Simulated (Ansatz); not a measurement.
# W (Tungsten, Im-3m): thermal expansion from first principles, part 2 of 2

Aim: the lattice, expansion, heat capacity and bulk modulus of W (Tungsten) as it warms.

Ansatz 0.2.0; DFT LDA, scalar-relativistic, plane waves, PAW; PAW set soft_1.

So far. Step 2 (Probe on a coarse mesh): The start is under -8.2 GPa at this level and looks like a metal on this mesh. Step 5 (Tight relaxation): The residual pressure is -5.0e-4 GPa, small enough for phonons. The relaxed cell has a = 3.136 Å (conventional setting).

## 6. Phonons on strained cells

Thermal expansion follows from how the free energy of the vibrations (and of the electrons in a metal) changes with strain, so the program makes strained cells, their phonons and a fit in one run.

Input file input.yaml:

```yaml
crystal:
  lattice:
    - [-1.567881172, 1.567881172, 1.567881172]
    - [1.567881172, -1.567881172, 1.567881172]
    - [1.567881172, 1.567881172, -1.567881172]
  atoms:
    - { symbol: W, position: [0.0, 0.0, 0.0] }
kpoints:
  mp_grid: { grid: [20, 20, 20] }
hamiltonian:
  xc: lda
  pseudopotentials: { kind: paw, azcp: { folder: soft_1 }, xc_functional: pbe }
scf:
  occupations: { method: methfessel_paxton, width: 0.2 }
  lower_state_search: "off"
output:
  eigenvalues: true
phonons:
  method: dfpt
  qmesh: [4, 4, 4]
  temperatures: { t_max: 1200.0, t_step: 50 }
  thermal_expansion: {}
```

Started as:

```console
$ ansatz run input.yaml --threads 8 --pin off --max-ram 16384MiB --backend cpu --events-out ev --progress --plain --runs-dir out
```

Numbers of over 12 decimals in the logs are rounded to 6 here.

What it wrote:

```text
[...]
Crystal: 1 atoms, lattice volume = 15.417 Å³
Basis set: ecut = 487.2 eV, 369 PW (Γ), exchange–correlation on 40×40×40 points (8 copies of the dense FFT grid, shifted against one another)
Bands: 11, of which v1, the nominal top of the filled ones, is band 7 counted from 1 (6 counted from 0)
Symmetry: 48 space group operations
[...]
k-points: 256 of 8000
[...]
SCF iter   1: F=—  HF=-10130.892976 eV  |F-HF|=—  |Δ(HF+E_count)|=         —  Δρ=6.11e-2  dr2=4.74e-1  ethr=3.10e-3  ⟨swp⟩=5.0  Hψ=14643  notcnv=0
[...]
SCF iter   7: F=-10130.690204 eV  HF=-10130.690204 eV  |F-HF|=1.82e-12  |Δ(HF+E_count)|=  1.00e-10  S|Δr|=    0.00e0  Δρ=1.23e-7  dr2=1.00e-12  ethr=1.00e-12  ⟨swp⟩=5.5  Hψ=10871  notcnv=0
the search or the solves at the SCF's close seem to have found levels that the self-consistency loop had missed (the run counts 1). By its estimate they hold under 1e-12 electrons; where the run keeps them, the occupations were computed again with them
SCF 1 converged in 7 iterations: F = -10130.690204 eV  dr2 = 1.00e-12
[...]
relax step   1: F+E_penalty+E_count = -10130.69020416 eV  Δ(F+E_penalty+E_count) = +0.000e0 eV  max|allowed force component| = 0.000e0 eV/Å  Δτ_max = 0.0000 Å  (7 SCF iters, accepted)
SCF converged after 7 iterations
[...]
Free energy (F): -10130.690204 eV
[...]
Internal energy: -10130.691316 eV  (E = F + TS)
E sigma→0 (E₀):  -10130.690482 eV
Entropy (-TS):   0.001111 eV (1.111 meV/atom)
Fermi energy:    22.834986 eV
[...]
--- Stress (GPa, compression-positive) ---
       -0.005688      -0.000000      -0.000000
       -0.000000      -0.005688       0.000000
       -0.000000       0.000000      -0.005688
  P = ⅓ Tr σ = -0.0057 GPa (-0.057 kbar)
--- Band table (eV; the first three rows and the last of 256) ---
  k-point 0: bands = [... 3 lower, -14.8310, 13.0270, 21.4569, 21.4569, 21.4569, 25.0195, 25.0195, 37.4392]
  k-point 1: bands = [... 3 lower, -14.8312, 13.1535, 21.3802, 21.4417, 21.5791, 24.8932, 25.0205, 37.5480]
  k-point 2: bands = [... 3 lower, -14.8319, 13.5211, 21.1652, 21.3769, 21.9425, 24.6053, 25.0287, 37.8347]
  k-point 255: bands = [... 3 lower, -15.8220, 16.7042, 16.7042, 28.1130, 28.1130, 28.1130, 31.3235, 31.3235]
── thermal expansion: 3 new cells, 3 in all ──
thermal expansion: relaxation of cell 2
thermal expansion: relaxation of cell 3
── thermal expansion: 2 new cells, 5 in all ──
thermal expansion: relaxation of cell 4
thermal expansion: electrons of cell 4
thermal expansion: phonons of cell 4
WARN: thermal expansion, phonons of cell 4: eigensolver did not converge (k=118): 1 band(s) unlocked after 20 sweeps at ethr=1.00e-12 eV (lowest unlocked band 10, counted from 0; max residual 1.45e-6 eV among the unlocked bands, 1.45e-6 eV over every band)
thermal expansion: relaxation of cell 5
thermal expansion: electrons of cell 1
thermal expansion: electrons of cell 2
thermal expansion: electrons of cell 3
thermal expansion: electrons of cell 5
thermal expansion: phonons of cell 5
[...]
── thermal expansion: 5 new cells, 10 in all ──
thermal expansion: relaxation of cell 6
thermal expansion: relaxation of cell 7
thermal expansion: relaxation of cell 8
thermal expansion: relaxation of cell 9
thermal expansion: relaxation of cell 10
thermal expansion: electrons of cell 6
thermal expansion: electrons of cell 7
thermal expansion: electrons of cell 8
thermal expansion: electrons of cell 9
thermal expansion: electrons of cell 10
thermal expansion: phonons of cell 6
[...]
thermal expansion: phonons of cell 7
[...]
WARN: thermal expansion: eigensolver_not_converged in the phonons of 4 cells: 4, 5, 6, 7
--- Relaxed structure (1 steps of the walk, 1 accepted, 0 SCFs on fresh bases) ---
  F+E_penalty+E_count = -10130.69020416 eV   max|allowed force component| = 0.000e0 eV/Å
  atoms:
    - { symbol: W, position: [0.0, 0.0, 0.0] }
--- Thermal expansion: 10 cells in 3 rounds, 0 GPa ---
  no lower state was looked for at cell 4: scf.lower_state_search: off
  without vibrations: a 2.71565, b 2.71565, c 2.71565 Å, V 15.4170 Å³, B 336.44 GPa
  at 0 K: a 2.71709, b 2.71709, c 2.71709 Å, V 15.4415 Å³, B 334.51 GPa
  zero-point expansion: a +0.053, b +0.053, c +0.053, V +0.159 %
      T/K        a/Å        b/Å        c/Å       V/Å³ | expansion of a, b, c, V (1e-6/K)   | that of V in the mean from 25 °C | C_P, C_V (J/mol K of the cell) | B_T, B_S (GPa)
     0.00    2.71709    2.71709    2.71709    15.4415 |    0.00    0.00    0.00    0.00 |    8.69 |     0.000     0.000 |   334.51   334.51
   150.00    2.71783    2.71783    2.71783    15.4541 |    3.57    3.57    3.57   10.72 |   11.99 |    20.566    20.513 |   332.56   333.42
   298.15    2.71944    2.71944    2.71944    15.4816 |    4.25    4.25    4.25   12.74 |       - |    24.132    23.983 |   329.08   331.12
   400.00    2.72064    2.72064    2.72064    15.5021 |    4.40    4.40    4.40   13.19 |   13.00 |    24.874    24.662 |   326.60   329.41
   550.00    2.72246    2.72246    2.72246    15.5333 |    4.53    4.53    4.53   13.60 |   13.26 |    25.487    25.180 |   322.86   326.80
   700.00    2.72434    2.72434    2.72434    15.5654 |    4.64    4.64    4.64   13.92 |   13.47 |    25.915    25.510 |   319.05   324.12
   850.00    2.72625    2.72625    2.72625    15.5983 |    4.74    4.74    4.74   14.21 |   13.66 |    26.279    25.771 |   315.17   321.38
  1000.00    2.72821    2.72821    2.72821    15.6319 |    4.83    4.83    4.83   14.49 |   13.83 |    26.617    26.001 |   311.21   318.57
  1150.00    2.73021    2.73021    2.73021    15.6663 |    4.93    4.93    4.93   14.78 |   14.00 |    26.945    26.217 |   307.18   315.72
  1200.00    2.73088    2.73088    2.73088    15.6779 |    4.96    4.96    4.96   14.88 |   14.06 |    27.054    26.287 |   305.82   314.75
  the static fit leaves 0.000 meV an atom of the energies and, of the stresses, 0.000 GPa of each cell's largest along a strain (root mean squares over the cells), whose Pulay part it has at -0.014 GPa
  vibrations' free energy: its fit passes through its cells
  the electrons' free energy at temperature is in it; its fit leaves 0.0004 meV an atom at the most
  free energies summed between the sampled wave vectors
  estimated error of the fitted expansion in any direction: up to 0.013e-6/K, at 1200 K, with few degrees of freedom (an estimate, not a bound: it was exceeded on models of known expansion)
  by sums over the sampled wave vectors an expansion of the volume parts by up to 0.17e-6/K
  by a static energy of one degree less an expansion of the volume parts by up to 0.00e-6/K
  eigensolver_not_converged in the phonons of 4 cells: 4, 5, 6, 7
```

Run time: 5.5 min. Hardware: 8 threads of Arm Neoverse V2, shared host; peak memory 3.7 GiB; 37 min of CPU time.

Numbers from this step:

* pressure: -0.005688 GPa
* volume expansion coefficient at 298 K: 12.74 1e-6/K
* C_P at 298 K: 24.13 J/mol-atom/K
* entropy at 298 K: 32.89 J/mol-atom/K
* isothermal bulk modulus at 298 K: 329.1 GPa
* Grüneisen parameter at 298 K: 1.63
* volume at 298 K: 15.48 Å³/atom
* principal linear expansion coefficients at 298 K: 4.247, 4.247, 4.247 1e-6/K

Strained cells of the study; zero-point energy where phonons were solved; the pressures are stresses at a fixed cutoff and can carry an offset from the finite basis. Expansion cells, by row:

```tsv
cell	|a| (Å)	|b| (Å)	|c| (Å)	V (Å³/atom)	E - E_lowest (meV/atom)	pressure, compression positive (GPa)	gap (eV)	zero-point energy (meV/atom)
1	2.716	2.716	2.716	15.42	0	-0.02	-	-
2	2.737	2.737	2.737	15.79	9.112	-7.68	-	-
3	2.694	2.694	2.694	15.05	9.39	8.422	-	-
4	2.716	2.716	2.716	15.42	0.001	-0.081	-	30.26
5	2.729	2.729	2.729	15.65	3.682	-4.96	-	29.49
6	2.723	2.723	2.723	15.54	0.972	-2.587	-	29.88
7	2.736	2.736	2.736	15.77	8.367	-7.372	-	29.09
8	2.689	2.689	2.689	14.97	14.6	10.61	-	-
9	2.702	2.702	2.702	15.19	3.565	5.105	-	-
10	2.747	2.747	2.747	15.95	18.57	-10.77	-	-
```

Quasi-harmonic; a, b, c are the run's own cell vectors. Expansion, by row:

```tsv
T (K)	a (Å)	b (Å)	c (Å)	alpha (deg)	beta (deg)	gamma (deg)	cell volume (Å³/cell)	alpha_a (1e-6/K)	alpha_b (1e-6/K)	alpha_c (1e-6/K)	alpha_V (1e-6/K)	C_P (J/mol-atom/K)	C_V (J/mol-atom/K)	S (J/mol-atom/K)	B_T (GPa)	B_S (GPa)	Grueneisen	extrapolation	fit error (1e-6/K)
0	2.717	2.717	2.717	109.5	109.5	109.5	15.44	0	0	0	0	0	0	0	334.5	334.5	-	0	0
50	2.717	2.717	2.717	109.5	109.5	109.5	15.44	0.96	0.96	0.96	2.87	5.962	5.961	2.1	334.4	334.5	1.496	0	0
100	2.717	2.717	2.717	109.5	109.5	109.5	15.45	2.78	2.78	2.78	8.33	16.23	16.21	9.805	333.6	334.1	1.594	0	0
150	2.718	2.718	2.718	109.5	109.5	109.5	15.45	3.57	3.57	3.57	10.72	20.57	20.51	17.33	332.6	333.4	1.617	0	0
200	2.718	2.718	2.718	109.5	109.5	109.5	15.46	3.93	3.93	3.93	11.8	22.51	22.42	23.55	331.4	332.7	1.625	0	0
250	2.719	2.719	2.719	109.5	109.5	109.5	15.47	4.13	4.13	4.13	12.39	23.53	23.41	28.69	330.2	331.9	1.628	0	0
298.1	2.719	2.719	2.719	109.5	109.5	109.5	15.48	4.25	4.25	4.25	12.74	24.13	23.98	32.89	329.1	331.1	1.63	0	0
300	2.719	2.719	2.719	109.5	109.5	109.5	15.48	4.25	4.25	4.25	12.75	24.15	24	33.04	329	331.1	1.63	0	0
350	2.72	2.72	2.72	109.5	109.5	109.5	15.49	4.33	4.33	4.33	13	24.57	24.39	36.8	327.8	330.3	1.631	0	0
400	2.721	2.721	2.721	109.5	109.5	109.5	15.5	4.4	4.4	4.4	13.19	24.87	24.66	40.1	326.6	329.4	1.631	0	0
450	2.721	2.721	2.721	109.5	109.5	109.5	15.51	4.45	4.45	4.45	13.35	25.11	24.87	43.04	325.4	328.6	1.631	0	0
500	2.722	2.722	2.722	109.5	109.5	109.5	15.52	4.49	4.49	4.49	13.48	25.31	25.04	45.7	324.1	327.7	1.632	0	0.01
550	2.722	2.722	2.722	109.5	109.5	109.5	15.53	4.53	4.53	4.53	13.6	25.49	25.18	48.12	322.9	326.8	1.632	0	0.01
600	2.723	2.723	2.723	109.5	109.5	109.5	15.54	4.57	4.57	4.57	13.71	25.64	25.3	50.34	321.6	325.9	1.632	0	0.01
650	2.724	2.724	2.724	109.5	109.5	109.5	15.55	4.61	4.61	4.61	13.82	25.78	25.41	52.4	320.3	325	1.632	0	0.01
700	2.724	2.724	2.724	109.5	109.5	109.5	15.57	4.64	4.64	4.64	13.92	25.91	25.51	54.32	319.1	324.1	1.632	0	0.01
750	2.725	2.725	2.725	109.5	109.5	109.5	15.58	4.67	4.67	4.67	14.02	26.04	25.6	56.11	317.8	323.2	1.632	0	0
800	2.726	2.726	2.726	109.5	109.5	109.5	15.59	4.7	4.7	4.7	14.11	26.16	25.69	57.8	316.5	322.3	1.632	0	0
850	2.726	2.726	2.726	109.5	109.5	109.5	15.6	4.74	4.74	4.74	14.21	26.28	25.77	59.38	315.2	321.4	1.632	0	0
900	2.727	2.727	2.727	109.5	109.5	109.5	15.61	4.77	4.77	4.77	14.3	26.39	25.85	60.89	313.9	320.4	1.632	0	0
950	2.728	2.728	2.728	109.5	109.5	109.5	15.62	4.8	4.8	4.8	14.4	26.51	25.93	62.32	312.5	319.5	1.633	0	0
1000	2.728	2.728	2.728	109.5	109.5	109.5	15.63	4.83	4.83	4.83	14.49	26.62	26	63.68	311.2	318.6	1.633	0	0
1050	2.729	2.729	2.729	109.5	109.5	109.5	15.64	4.86	4.86	4.86	14.59	26.73	26.07	64.98	309.9	317.6	1.633	0	0.01
1100	2.73	2.73	2.73	109.5	109.5	109.5	15.65	4.9	4.9	4.9	14.69	26.84	26.15	66.23	308.5	316.7	1.634	0	0.01
1150	2.73	2.73	2.73	109.5	109.5	109.5	15.67	4.93	4.93	4.93	14.78	26.95	26.22	67.42	307.2	315.7	1.634	0	0.01
1200	2.731	2.731	2.731	109.5	109.5	109.5	15.68	4.96	4.96	4.96	14.88	27.05	26.29	68.57	305.8	314.8	1.635	0	0.01
```

The expansion coefficient by temperature; values in 1e-6/K:

```tsv
temperature (K)	volume	principal 1
0	0	0
50	2.87	0.96
150	10.7	3.57
200	11.8	3.93
298	12.7	4.25
300	12.8	4.25
400	13.2	4.4
450	13.3	4.45
550	13.6	4.53
600	13.7	4.57
700	13.9	4.64
750	14.0	4.67
850	14.2	4.74
900	14.3	4.77
1000	14.5	4.83
1050	14.6	4.86
1150	14.8	4.93
1200	14.9	4.96
```

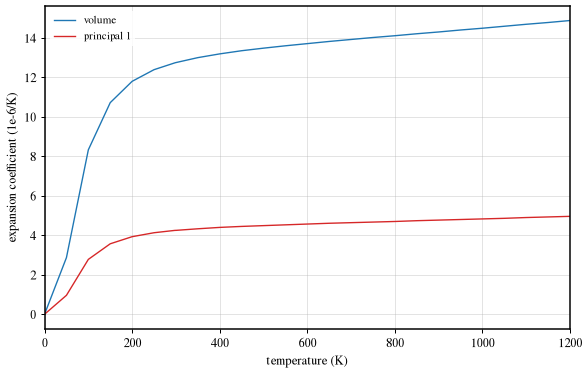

Expansion coefficient against temperature.

At 298 K the volume expansion is 12.7 × 10⁻⁶/K and B_T is 329 GPa. The q-mesh is coarse, so this is a first estimate. The program raised the cutoff to 487.2 eV by itself: with no cutoff typed, the study takes about 1.16 times the default for its relaxations and scales it with the volume for the phonons.

## 7. What came out

```yaml
settings_of_these_figures: LDA, 487.2 eV, k 20×20×20, q 4×4×4
volume_expansion_coefficient_at_298_k: 12.74 1e-6/K
c_p_at_298_k: 24.13 J/mol-atom/K
entropy_at_298_k: 32.89 J/mol-atom/K
isothermal_bulk_modulus_at_298_k: 329.1 GPa
grueneisen_parameter_at_298_k: 1.63
volume_at_298_k: 15.48 Å³/atom
principal_linear_expansion_coefficients_at_298_k: 4.247, 4.247, 4.247 1e-6/K
```

**Reading.** Near room temperature W (Tungsten) expands by 12.7 × 10⁻⁶/K in volume by LDA, with C_P = 24.1 J/(mol K) per mole of atoms and B_T = 329 GPa. The q-mesh is coarse, and the expansion can converge slowly with it. C_P at room temperature is 97 % of the classical 3R an atom. In this metal the study includes the electrons' free energy, which adds a term that grows with temperature, so the heat capacities need not level off at 3R. The log notes that a few bands missed the eigensolver's threshold in the phonon runs. The PAW files were made for PBE and are used here under another functional, for which the program regenerates the frozen cores.

[Logs are printed without paths, hosts, clocks, repeated set-up lines and the standing remarks that a program may print on its own settings, such as how far it seeks lower states.]

[Hosts, paths, dates, database ids (printed as entryN), source tags and the programs' standing remarks are cut or masked in the printed files.]

[A step with changed settings may run another functional than the one named; its input shows which.]
